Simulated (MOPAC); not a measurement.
**C₂F₄O: frequency calculation (part 2 of 2)**

Continued. System: C₂F₄O, SMILES FC1(F)OC1(F)F. Method: PM7-, closed shell (MOPAC 23.2.5). The geometry was optimised with PM7-.

Geometry of the input (Å):
```
F  -0.3158  -1.2039  1.3537
C  -0.1419  -0.7226  0.1445
F  -0.6158  -1.5875  -0.7223
O  1.1481  -0.1989  -0.1386
C  0.0655  0.7210  -0.1520
F  0.0957  1.6599  0.7654
F  -0.2042  1.2766  -1.3107
```

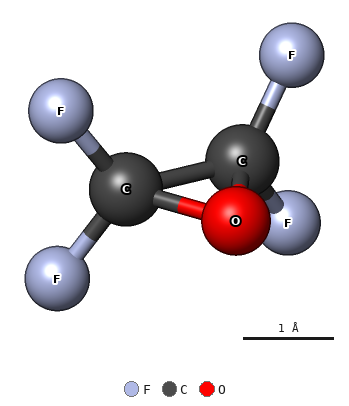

**Figure 1.** The input geometry (ball-and-stick view, seen at a tilt).

**What the program printed, continued**
```
           1    0.2309    0.4101    0.1890    0.3169    0.2711   -0.2825    0.1586
           2    0.0106    0.0291   -0.0037   -0.0134    0.0064    0.0034   -0.0042
           3   -0.0280   -0.0370    0.0151    0.0072   -0.0033   -0.0065   -0.0000
           4    0.1263    0.1305   -0.0490   -0.3175   -0.4824    0.4736   -0.3741
           5   -0.1757   -0.1816    0.0681    0.4419   -0.3466    0.3403    0.5207
           6   -0.3468    0.3305   -0.4073    0.0140    0.0000   -0.0000    0.0407
           7   -0.0837   -0.1583   -0.0567   -0.0884    0.0925   -0.0869   -0.0466
           8   -0.2155   -0.3794   -0.1803   -0.3046    0.2549   -0.2688   -0.1516
           9   -0.0280   -0.0370    0.0151    0.0072    0.0033    0.0065   -0.0000
          10   -0.3735    0.0001   -0.1231    0.0384   -0.0000   -0.0156    0.0469
          11    0.5199   -0.0002    0.1713   -0.0535    0.0000   -0.0112   -0.0652
          12   -0.1978   -0.0008    0.6825    0.0204   -0.0000    0.0000   -0.2599
          13   -0.0099   -0.2165    0.1745   -0.2575    0.4824    0.4736    0.2955
          14    0.0138    0.3014   -0.2429    0.3584    0.3466    0.3403   -0.4112
          15    0.4084    0.1466   -0.2890   -0.3186   -0.0000   -0.0000    0.3954
          16   -0.1058    0.1925    0.0633   -0.1060   -0.1092   -0.1018    0.0564
          17   -0.1848    0.3319    0.1712   -0.2802   -0.2317   -0.2481    0.1380
          18    0.0943   -0.1523   -0.0514    0.1045    0.0891    0.0892   -0.0541
          19    0.2088   -0.3760   -0.1824    0.2994   -0.2545   -0.2676   -0.1488
          20    0.0413   -0.0766   -0.0054    0.0110   -0.0296   -0.0173   -0.0094
          21    0.0943   -0.1523   -0.0515    0.1045   -0.0891   -0.0892   -0.0541

          DESCRIPTION OF VIBRATIONS

 VIBRATION          1    1B1         ATOM PAIR     ENERGY CONTRIBUTION    RADIAL
 FREQUENCY           168.56         C 2 -- C 5         +17.6% (155.5%)      0.0%
 TRANSITION DIPOLE   0.6208         F 1 -- F 3         +12.0% (128.7%)      0.0%
 TRAVEL (Ang.)       0.3248         F 6 -- F 7         +12.0% (128.7%)      0.0%
 REDUCED MASS        3.7914         C 2 -- O 4         +10.4% (119.9%)      0.0%
 EFFECTIVE MASS     20.3067         O 4 -- C 5         +10.4% (119.9%)      0.0%
 FORCE CONSTANT      0.0635

 VIBRATION          2    1A2         ATOM PAIR     ENERGY CONTRIBUTION    RADIAL
 FREQUENCY           185.10         F 1 -- F 3         +21.3% ( 71.0%)      0.0%
 TRANSITION DIPOLE   0.0000         F 6 -- F 7         +21.3% ( 71.0%)      0.0%
 TRAVEL (Ang.)       0.2772         F 1 -- C 2         +13.2% ( 55.8%)      0.0%
 REDUCED MASS        4.7395         C 5 -- F 6         +13.2% ( 55.8%)      0.0%
 EFFECTIVE MASS     19.0341         C 2 -- F 3         +13.2% ( 55.8%)      0.0%
 FORCE CONSTANT      0.0957         C 5 -- F 7         +13.2% ( 55.8%)      0.0%

 VIBRATION          3    1A1         ATOM PAIR     ENERGY CONTRIBUTION    RADIAL
 FREQUENCY           302.70         C 2 -- C 5         +17.3% ( 88.0%)    100.0%
 TRANSITION DIPOLE   0.4407         F 6 -- F 7         +11.9% ( 73.0%)    100.0%
 TRAVEL (Ang.)       0.2455         F 1 -- F 3         +11.9% ( 73.0%)    100.0%
 REDUCED MASS        3.6961         C 2 -- O 4         +10.3% ( 67.9%)     29.7%
 EFFECTIVE MASS     18.6617         O 4 -- C 5         +10.3% ( 67.9%)     29.7%
 FORCE CONSTANT      0.1995

 VIBRATION          4    2A1         ATOM PAIR     ENERGY CONTRIBUTION    RADIAL
 FREQUENCY           420.33         C 2 -- C 5         +22.4% (108.6%)    100.0%
 TRANSITION DIPOLE   1.2049         O 4 -- C 5         +12.6% ( 81.4%)     57.4%
 TRAVEL (Ang.)       0.2543         C 2 -- O 4         +12.6% ( 81.4%)     57.4%
 REDUCED MASS        2.4799         C 2 -- F 3         +10.6% ( 74.6%)      0.2%
 EFFECTIVE MASS     16.9454         C 5 -- F 7         +10.6% ( 74.6%)      0.2%
 FORCE CONSTANT      0.2581         F 1 -- C 2         +10.6% ( 74.6%)      0.2%
                            C 5 -- F 6         +10.6% ( 74.6%)      0.2%

 VIBRATION          5    1B2         ATOM PAIR     ENERGY CONTRIBUTION    RADIAL
 FREQUENCY           441.75         C 2 -- O 4         +12.8% ( 79.7%)      4.2%
 TRANSITION DIPOLE   0.9259         O 4 -- C 5         +12.8% ( 79.7%)      4.2%
 TRAVEL (Ang.)       0.2230         C 2 -- C 5         +12.6% ( 79.3%)      0.0%
 REDUCED MASS        3.0699         F 6 -- F 7         +11.1% ( 74.3%)    100.0%
 EFFECTIVE MASS     18.1530         F 1 -- F 3         +11.1% ( 74.3%)    100.0%
 FORCE CONSTANT      0.3530

 VIBRATION          6    2A2         ATOM PAIR     ENERGY CONTRIBUTION    RADIAL
 FREQUENCY           442.82         C 2 -- C 5         +21.8% (148.4%)      0.0%
 TRANSITION DIPOLE   0.0000         F 6 -- F 7         +13.5% (116.5%)      0.0%
 TRAVEL (Ang.)       0.2225         F 1 -- F 3         +13.5% (116.5%)      0.0%
 REDUCED MASS        3.0760         C 2 -- O 4         +10.7% (104.1%)      0.0%
 EFFECTIVE MASS     18.8631         O 4 -- C 5         +10.7% (104.1%)      0.0%
 FORCE CONSTANT      0.3554

 VIBRATION          7    2B1         ATOM PAIR     ENERGY CONTRIBUTION    RADIAL
 FREQUENCY           473.58         O 4 -- C 5         +19.9% ( 84.1%)      0.0%
 TRANSITION DIPOLE   1.3732         C 2 -- O 4         +19.9% ( 84.1%)      0.0%
 TRAVEL (Ang.)       0.1538         C 2 -- C 5         +15.7% ( 74.7%)      0.0%
 REDUCED MASS        6.0179         F 6 -- F 7         +10.5% ( 61.2%)      0.0%
 EFFECTIVE MASS     17.1519         F 1 -- F 3         +10.5% ( 61.2%)      0.0%
 FORCE CONSTANT      0.7952

 VIBRATION          8    2B2         ATOM PAIR     ENERGY CONTRIBUTION    RADIAL
 FREQUENCY           572.56         C 2 -- C 5         +16.7% ( 89.2%)      0.0%
 TRANSITION DIPOLE   1.5300         O 4 -- C 5         +14.0% ( 81.7%)      2.0%
 TRAVEL (Ang.)       0.1868         C 2 -- O 4         +14.0% ( 81.7%)      2.0%
 REDUCED MASS        3.3747         C 2 -- F 3         +12.9% ( 78.5%)      0.3%
 EFFECTIVE MASS     13.7347         C 5 -- F 6         +12.9% ( 78.5%)      0.3%
 FORCE CONSTANT      0.6518         C 5 -- F 7         +12.9% ( 78.5%)      0.3%
                            F 1 -- C 2         +12.9% ( 78.5%)      0.3%

 VIBRATION          9    3B2         ATOM PAIR     ENERGY CONTRIBUTION    RADIAL
 FREQUENCY           773.42         C 2 -- O 4         +21.6% ( 81.0%)     72.9%
 TRANSITION DIPOLE   1.7781         O 4 -- C 5         +21.6% ( 81.0%)     72.9%
 TRAVEL (Ang.)       0.1455         C 2 -- C 5         +12.7% ( 62.1%)      0.0%
 REDUCED MASS        4.1187         C 5 -- F 7          +8.2% ( 49.8%)      7.4%
 EFFECTIVE MASS     15.4191
 FORCE CONSTANT      1.4516

 VIBRATION         10    3A1         ATOM PAIR     ENERGY CONTRIBUTION    RADIAL
 FREQUENCY           838.42         C 2 -- C 5         +18.9% ( 75.8%)    100.0%
 TRANSITION DIPOLE   1.2865         F 6 -- F 7         +15.4% ( 68.5%)    100.0%
 TRAVEL (Ang.)       0.1690         F 1 -- F 3         +15.4% ( 68.5%)    100.0%
 REDUCED MASS        2.8153         C 2 -- F 3          +9.1% ( 52.7%)     30.3%
 EFFECTIVE MASS     16.9779
 FORCE CONSTANT      1.1660

 VIBRATION         11    4A1         ATOM PAIR     ENERGY CONTRIBUTION    RADIAL
 FREQUENCY          1152.81         O 4 -- C 5         +30.2% ( 75.2%)     55.0%
 TRANSITION DIPOLE   1.9244         C 2 -- O 4         +30.2% ( 75.2%)     55.0%
 TRAVEL (Ang.)       0.1083         C 2 -- C 5         +10.2% ( 43.7%)    100.0%
 REDUCED MASS        4.9826         C 5 -- F 6          +6.0% ( 33.4%)     23.6%
 EFFECTIVE MASS     14.9929
 FORCE CONSTANT      3.9014

 VIBRATION         12    4B2         ATOM PAIR     ENERGY CONTRIBUTION    RADIAL
 FREQUENCY          1413.81         C 5 -- F 6         +14.9% ( 65.3%)     66.0%
 TRANSITION DIPOLE   4.3628         F 1 -- C 2         +14.9% ( 65.3%)     66.0%
 TRAVEL (Ang.)       0.1287         C 2 -- F 3         +14.9% ( 65.3%)     66.0%
 REDUCED MASS        2.8792         C 5 -- F 7         +14.9% ( 65.3%)     66.0%
 EFFECTIVE MASS     14.6747         C 2 -- C 5         +13.2% ( 61.4%)      0.0%
 FORCE CONSTANT      3.3908         C 2 -- O 4         +10.2% ( 53.9%)     55.5%
                            O 4 -- C 5         +10.2% ( 53.9%)     55.5%

 VIBRATION         13    3A2         ATOM PAIR     ENERGY CONTRIBUTION    RADIAL
 FREQUENCY          1565.03         C 2 -- C 5         +19.4% ( 71.5%)      0.0%
 TRANSITION DIPOLE   0.0000         C 5 -- F 7         +14.4% ( 61.7%)     82.0%
 TRAVEL (Ang.)       0.1125         C 2 -- F 3         +14.4% ( 61.7%)     82.0%
 REDUCED MASS        3.4023         C 5 -- F 6         +14.4% ( 61.7%)     82.0%
 EFFECTIVE MASS     13.9128         F 1 -- C 2         +14.4% ( 61.7%)     82.0%
 FORCE CONSTANT      4.9098

 VIBRATION         14    3B1         ATOM PAIR     ENERGY CONTRIBUTION    RADIAL
 FREQUENCY          1581.96         C 2 -- C 5         +18.5% ( 68.4%)      0.0%
 TRANSITION DIPOLE   4.0487         C 5 -- F 7         +14.6% ( 60.7%)     83.4%
 TRAVEL (Ang.)       0.1143         C 5 -- F 6         +14.6% ( 60.7%)     83.4%
 REDUCED MASS        3.2630         F 1 -- C 2         +14.6% ( 60.7%)     83.4%
 EFFECTIVE MASS     14.0753         C 2 -- F 3         +14.6% ( 60.7%)     83.4%
 FORCE CONSTANT      4.8113

 VIBRATION         15    5A1         ATOM PAIR     ENERGY CONTRIBUTION    RADIAL
 FREQUENCY          1732.87         C 2 -- C 5         +26.5% ( 83.8%)    100.0%
 TRANSITION DIPOLE   2.3576         O 4 -- C 5         +12.8% ( 58.2%)     89.8%
 TRAVEL (Ang.)       0.0959         C 2 -- O 4         +12.8% ( 58.2%)     89.8%
 REDUCED MASS        4.2271         C 5 -- F 7         +11.7% ( 55.6%)     50.6%
 EFFECTIVE MASS     12.9382         F 1 -- C 2         +11.7% ( 55.6%)     50.6%
 FORCE CONSTANT      7.4786         C 5 -- F 6         +11.7% ( 55.6%)     50.6%
                            C 2 -- F 3         +11.7% ( 55.6%)     50.6%

      SYMMETRY NUMBER FOR POINT-GROUP C2v =  2

          SYSTEM IS A GROUND STATE

 FC1(F)OC1(F)F

          MOLECULE IS NOT LINEAR

          THERE ARE 15 GENUINE VIBRATIONS IN THIS SYSTEM
          THIS THERMODYNAMICS CALCULATION IS LIMITED TO
          MOLECULES WHICH HAVE NO INTERNAL ROTATIONS

                    CALCULATED THERMODYNAMIC PROPERTIES
                                          *
   TEMP. (K)   PARTITION FUNCTION   H.O.F.    ENTHALPY  HEAT CAPACITY ENTROPY
                                   KCAL/MOL   CAL/MOLE    CAL/K/MOL  CAL/K/MOL

 298.00  VIB.     0.7302D+01                  1914.8425    13.7574    10.3766
         ROT.     0.9518D+05                   888.2803     2.9808    25.7613
         INT.     0.6950D+06                  2803.1228    16.7382    36.1378
         TRA.     0.1208D+28                  1480.4672     4.9680    40.1586
         TOT.                     -202.795    4283.5900    21.7062    76.2964

 200.00  VIB.     0.2641D+01                   764.3297     9.4766     5.7516
         ROT.     0.5233D+05                   596.1613     2.9808    24.5726
         INT.     0.1382D+06                  1360.4909    12.4574    30.3242
         TRA.     0.6642D+27                   993.6021     4.9680    38.1774
         TOT.                     -204.724    2354.0931    17.4254    68.5016

 400.00  VIB.     0.2236D+02                  3493.2768    17.0469    14.9082
         ROT.     0.1480D+06                  1192.3226     2.9808    26.6387
         INT.     0.3310D+07                  4685.5993    20.0277    41.5469
         TRA.     0.1879D+28                  1987.2043     4.9680    41.6210
         TOT.                     -200.406    6672.8036    24.9957    83.1679

 600.00  VIB.     0.1902D+03                  7386.9321    21.5252    22.7405
         ROT.     0.2719D+06                  1788.4838     2.9808    27.8473
         INT.     0.5172D+08                  9175.4160    24.5060    50.5878
         TRA.     0.3451D+28                  2980.8064     4.9680    43.6354
         TOT.                     -194.922   12156.2224    29.4740    94.2232

   *: NOTE: HEATS OF FORMATION ARE RELATIVE TO THE
            ELEMENTS IN THEIR STANDARD STATE AT 298K
              (=  Standard Enthalpy of Formation).

            Hvib:  Zero-point energy is not included.
                   frequencies of less than zero cm-1 are not included.
            Hrot = (3/2)RT
            Htra = (3/2)RT + pV = (5/2)RT

            Heat capacity is Cp, not Cv

           FORCE CONSTANT IN CARTESIAN COORDINATES (Millidynes/A)

    ATOM   CHEMICAL       X               Y               Z
   NUMBER   SYMBOL  FORCE CONSTANT  FORCE CONSTANT  FORCE CONSTANT

      1       F       10.140310        0.851680        0.448235
      2       C       12.772329       13.150420        3.588519
      3       F        1.763996        9.227997        0.448232
      4       O        2.128363        2.942673        8.408389
      5       C       11.627739       10.933163        6.950365
      6       F        2.090427        7.649989        1.699808
      7       F        8.961709        0.778896        1.699620

 *                    *
 * JOB ENDED NORMALLY *
 *                    *

 TOTAL JOB TIME:             0.05 SECONDS

 == MOPAC DONE ==
```

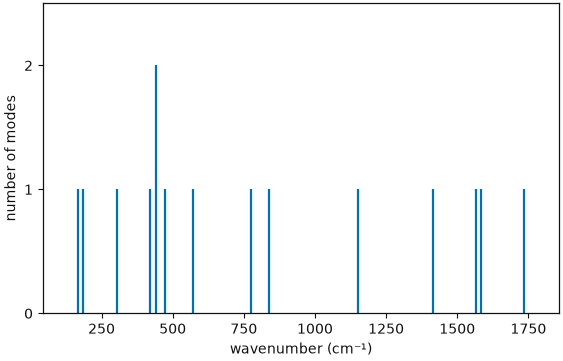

**Figure 2.** Harmonic vibrational wavenumbers from the force constants; neighbouring modes closer than 7 cm⁻¹ are counted in one stick. 15 modes from 169 to 1733 cm⁻¹, none imaginary.

**Results in brief**

| quantity | value |
| --- | --- |
| outcome | converged |
| heat of formation | −202.79 kcal/mol |
| basis functions | 28 |
| zero-point energy | 0.027488 hartree |
| wavenumbers, lowest and highest | 169 and 1733 cm⁻¹ |
| peak memory | 0.09 GiB |

**Remarks**

MOPAC's energies along a path are heats of formation.
